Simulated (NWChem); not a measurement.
# One shape, several levels: C4H4N2 (SMILES c1cnccn1)

Wanted: a comparison of 4 runs (HF/STO-3G, HF/3-21G, B3LYP/6-31G*) of C4H4N2. 

The calculation is run with NWChem 7.3.0.

**1. The structure to begin with**

The species is C4H4N2 (10 atoms), meant as a singlet with charge 0. SMILES: `c1cnccn1`. Geometry: relaxed at PBE0-D4/def2-TZVP.

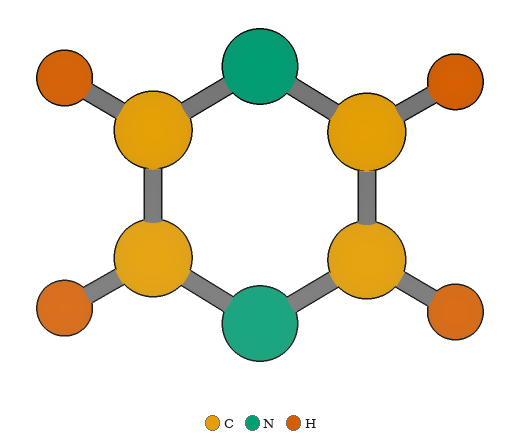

Viewed from a chosen angle; carbon amber, nitrogen teal, hydrogen orange.

**2. Energy and gradient at HF/STO-3G (run 1)**

Contents of geom.nw:

```
start geom
memory stack 880 mb heap 220 mb global 1100 mb
charge 0

geometry units angstrom noautosym nocenter noautoz
 C        0.476600      -0.947700      -0.800200
 C       -0.498600      -1.217100       0.150600
 N       -0.972600      -0.276100       0.956700
 C       -0.460000       0.937500       0.800700
 C        0.515200       1.206900      -0.150000
 N        0.989300       0.265900      -0.956100
 H        0.851400      -1.732600      -1.450700
 H       -0.905400      -2.218000       0.262200
 H       -0.834800       1.722400       1.451200
 H        0.922000       2.207800      -0.261700
end

basis spherical bse
 * library STO-3G
end

scf
 nopen 0
 rhf
 thresh 1e-08
 maxiter 80
end

task scf gradient
```

The run is started by

```bash
$ nwchem geom.nw > geom.out
```

Standard output:

```text
[...]
  functions       =    34
[...]
  wavefunction    = RHF
[...]
         Total SCF energy =   -259.379427766802
      One-electron energy =   -768.114609356007
      Two-electron energy =    298.805998770991
 Nuclear repulsion energy =    209.929182818214
        Time for solution =      2.3s
[...]
                         RHF ENERGY GRADIENTS
    atom               coordinates                        gradient
                 x          y          z           x          y          z
   1 C       0.900643  -1.790893  -1.512159    0.010191   0.028478  -0.001702
   2 C      -0.942217  -2.299986   0.284593   -0.009274   0.023149   0.017282
   3 N      -1.837947  -0.521753   1.807901    0.029001   0.008049  -0.028248
   4 C      -0.869274   1.771618   1.513104   -0.010189  -0.028525   0.001653
   5 C       0.973587   2.280710  -0.283459    0.009218  -0.023154  -0.017205
   6 N       1.869506   0.502478  -1.806767   -0.028958  -0.008004   0.028234
   7 H       1.608913  -3.274139  -2.741425    0.000454   0.000518  -0.000320
   8 H      -1.710958  -4.191412   0.495486   -0.000442   0.000247   0.000551
   9 H      -1.577543   3.254864   2.742370   -0.000451  -0.000518   0.000322
  10 H       1.742327   4.172137  -0.494541    0.000449  -0.000241  -0.000566
[...]
```

Run time: 3.3 s. Hardware: 1 thread of Intel Xeon Platinum 8488C (Sapphire Rapids), shared host; peak memory 0.099 GiB.

**3. Energy and gradient at HF/3-21G (run 2)**

Contents of nw.nw:

```
echo
start nw
title "C4H4N2"
memory stack 880 mb heap 220 mb global 1100 mb

geometry units angstrom noautosym nocenter noautoz
 C      0.476600    -0.947700    -0.800200
 C     -0.498600    -1.217100     0.150600
 N     -0.972600    -0.276100     0.956700
 C     -0.460000     0.937500     0.800700
 C      0.515200     1.206900    -0.150000
 N      0.989300     0.265900    -0.956100
 H      0.851400    -1.732600    -1.450700
 H     -0.905400    -2.218000     0.262200
 H     -0.834800     1.722400     1.451200
 H      0.922000     2.207800    -0.261700
end

basis spherical bse
 * library 3-21G
end

scf
 thresh 1e-08
 maxiter 80
 noprint "final vectors analysis"
end

task scf gradient
```

The run is started by

```bash
$ nwchem nw.nw > nw.out
```

Standard output:

```text
[...]
  functions       =    62
[...]
  wavefunction    = RHF
[...]
         Total SCF energy =   -261.195715843682
      One-electron energy =   -768.191634569555
      Two-electron energy =    297.066735907659
 Nuclear repulsion energy =    209.929182818214
        Time for solution =      2.8s
[...]
                         RHF ENERGY GRADIENTS
    atom               coordinates                        gradient
                 x          y          z           x          y          z
   1 C       0.900643  -1.790893  -1.512159   -0.000679   0.020147   0.007186
   2 C      -0.942217  -2.299986   0.284593    0.001402   0.020762   0.005157
   3 N      -1.837947  -0.521753   1.807901   -0.004163  -0.001126   0.004089
   4 C      -0.869274   1.771618   1.513104    0.000676  -0.020178  -0.007233
   5 C       0.973587   2.280710  -0.283459   -0.001448  -0.020765  -0.005092
   6 N       1.869506   0.502478  -1.806767    0.004203   0.001157  -0.004095
   7 H       1.608913  -3.274139  -2.741425    0.005192  -0.008162  -0.008144
   8 H      -1.710958  -4.191412   0.495486   -0.005538  -0.011145   0.002317
   9 H      -1.577543   3.254864   2.742370   -0.005189   0.008161   0.008146
  10 H       1.742327   4.172137  -0.494541    0.005544   0.011149  -0.002332
[...]
```

Wall time 3.9 s (1 thread of Intel Xeon Platinum 8488C (Sapphire Rapids), shared host); peak memory 0.098 GiB.

**4. Energy and gradient at B3LYP/6-31G(d) (spherical functions) (run 3)**

Contents of work.nw:

```
start work
title "C4H4N2"
memory stack 880 mb heap 220 mb global 1100 mb
charge 0
geometry units angstroms noautosym nocenter noautoz
C      0.476600    -0.947700    -0.800200
C     -0.498600    -1.217100     0.150600
N     -0.972600    -0.276100     0.956700
C     -0.460000     0.937500     0.800700
C      0.515200     1.206900    -0.150000
N      0.989300     0.265900    -0.956100
H      0.851400    -1.732600    -1.450700
H     -0.905400    -2.218000     0.262200
H     -0.834800     1.722400     1.451200
H      0.922000     2.207800    -0.261700
end
basis spherical bse
* library 6-31G*
end
dft
xc b3lyp
mult 1
grid fine
convergence energy 1e-08
iterations 100
mulliken
end
task dft gradient
```

The run is started by

```bash
$ nwchem work.nw > work.out
```

Standard output, shortened:

```text
[...]
          Wavefunction type:  closed shell.
          No. of atoms     :    10
          No. of electrons :    42
[...]
          Charge           :     0
          Spin multiplicity:     1
[...]
          AO basis - number of functions:    92
[...]
              XC Information
              --------------
                         B3LYP Method XC Potential
                     Hartree-Fock (Exact) Exchange  0.200
                        Slater Exchange Functional  0.800 local
                    Becke 1988 Exchange Functional  0.720 non-local
              Lee-Yang-Parr Correlation Functional  0.810
                  VWN I RPA Correlation Functional  0.190 local
[...]
 d= 0,ls=0.0,diis     1   -264.2352849285 -4.74D+02  1.03D-02  6.19D-01     2.4
[...]
 d= 0,ls=0.0,diis     8   -264.3107279926  1.07D-09  1.75D-06  3.89D-08    15.7
         Total DFT energy =     -264.310727992630
      One electron energy =     -771.710790928582
           Coulomb energy =      334.524748721122
    Exchange-Corr. energy =      -37.053868603385
 Nuclear repulsion energy =      209.929182818214
[...]
      Total Density - Mulliken Population Analysis
     ---------------------------------------------
[...]
  wavefunction    = closed shell
                         DFT ENERGY GRADIENTS
    atom               coordinates                        gradient
                 x          y          z           x          y          z
   1 C       0.900643  -1.790893  -1.512159   -0.001218   0.008088   0.003890
   2 C      -0.942217  -2.299986   0.284593    0.001516   0.008875   0.001227
   3 N      -1.837947  -0.521753   1.807901    0.008812   0.002461  -0.008568
   4 C      -0.869274   1.771618   1.513104    0.001229  -0.008112  -0.003936
   5 C       0.973587   2.280710  -0.283459   -0.001567  -0.008883  -0.001163
   6 N       1.869506   0.502478  -1.806767   -0.008781  -0.002429   0.008563
   7 H       1.608913  -3.274139  -2.741425   -0.000709   0.001427   0.001210
   8 H      -1.710958  -4.191412   0.495486    0.000766   0.001818  -0.000231
   9 H      -1.577543   3.254864   2.742370    0.000712  -0.001430  -0.001210
  10 H       1.742327   4.172137  -0.494541   -0.000761  -0.001816   0.000220
[...]
```

It took 21 s on 1 thread of Intel Xeon Platinum 8488C (Sapphire Rapids), shared host; peak memory 0.12 GiB.

**5. Energy and gradient at B3LYP/6-31G(d) (Cartesian functions) (run 4)**

Contents of a.nw:

```
start a
title "C4H4N2"
memory 2200 mb

geometry units angstroms noautosym nocenter noautoz
   C        0.476600      -0.947700      -0.800200
   C       -0.498600      -1.217100       0.150600
   N       -0.972600      -0.276100       0.956700
   C       -0.460000       0.937500       0.800700
   C        0.515200       1.206900      -0.150000
   N        0.989300       0.265900      -0.956100
   H        0.851400      -1.732600      -1.450700
   H       -0.905400      -2.218000       0.262200
   H       -0.834800       1.722400       1.451200
   H        0.922000       2.207800      -0.261700
end

basis
   * library 6-31G*
end

dft
   xc b3lyp
   grid fine
   convergence energy 1e-08
   iterations 100
   mulliken
end

task dft gradient
```

The run is started by

```bash
$ nwchem a.nw > a.out
```

Standard output, shortened:

```text
[...]
          Wavefunction type:  closed shell.
          No. of atoms     :    10
          No. of electrons :    42
[...]
          Charge           :     0
          Spin multiplicity:     1
[...]
          AO basis - number of functions:    98
[...]
              XC Information
              --------------
                         B3LYP Method XC Potential
                     Hartree-Fock (Exact) Exchange  0.200
                        Slater Exchange Functional  0.800 local
                    Becke 1988 Exchange Functional  0.720 non-local
              Lee-Yang-Parr Correlation Functional  0.810
                  VWN I RPA Correlation Functional  0.190 local
[...]
 d= 0,ls=0.0,diis     1   -264.2382219205 -4.74D+02  9.72D-03  7.82D-01     2.5
[...]
 d= 0,ls=0.0,diis     8   -264.3165523083  1.08D-09  1.88D-06  4.35D-08    16.6
         Total DFT energy =     -264.316552308279
      One electron energy =     -771.678919621662
           Coulomb energy =      334.441312984967
    Exchange-Corr. energy =      -37.008128489798
 Nuclear repulsion energy =      209.929182818214
[...]
      Total Density - Mulliken Population Analysis
     ---------------------------------------------
[...]
  wavefunction    = closed shell
                         DFT ENERGY GRADIENTS
    atom               coordinates                        gradient
                 x          y          z           x          y          z
   1 C       0.900643  -1.790893  -1.512159   -0.001030   0.008036   0.003673
   2 C      -0.942217  -2.299986   0.284593    0.001325   0.008719   0.001380
   3 N      -1.837947  -0.521753   1.807901    0.008907   0.002488  -0.008661
   4 C      -0.869274   1.771618   1.513104    0.001042  -0.008060  -0.003720
   5 C       0.973587   2.280710  -0.283459   -0.001375  -0.008726  -0.001317
   6 N       1.869506   0.502478  -1.806767   -0.008876  -0.002454   0.008656
   7 H       1.608913  -3.274139  -2.741425   -0.000702   0.001381   0.001187
   8 H      -1.710958  -4.191412   0.495486    0.000757   0.001768  -0.000237
   9 H      -1.577543   3.254864   2.742370    0.000704  -0.001385  -0.001187
  10 H       1.742327   4.172137  -0.494541   -0.000752  -0.001766   0.000226
[...]
```

It took 21 s on 1 thread of Intel Xeon Platinum 8488C (Sapphire Rapids), shared host; peak memory 0.12 GiB.

**6. The series**

```csv
run,level,iteration cap,module,energy (Eh),dipole moment (D),HOMO energy (eV),LUMO energy (eV),wall time
1,HF/STO-3G,80,scf,-259.379428,0.00,-8.78,5.97,3.3 s
2,HF/3-21G,80,scf,-261.195716,0.00,–,–,3.9 s
3,B3LYP/6-31G* (spherical functions),100,dft,-264.310728,0.00,-6.77,-1.34,21 s
4,B3LYP/6-31G* (Cartesian functions),100,dft,-264.316552,0.00,-6.78,-1.35,21 s
```

**7. Outcome**

| quantity | value |
| --- | --- |
| run 4: total energy | -264.31655 Eh |
| run 4: dipole moment | 0.00 D |
| run 4: HOMO energy | -6.78 eV |
| run 4: LUMO energy | -1.35 eV |
| run 4: HOMO–LUMO gap | 5.43 eV |
| run 4: largest force on an atom | 0.652 eV/Å |

Over runs 1, 3, 4 the HOMO–LUMO gap runs from 5.43 eV (B3LYP/6-31G*) to 14.74 eV (HF/STO-3G). The two ends differ in method and basis. In run 1 the basis is minimal, so the values are rough. All runs together took 49 s, the longest 21 s.
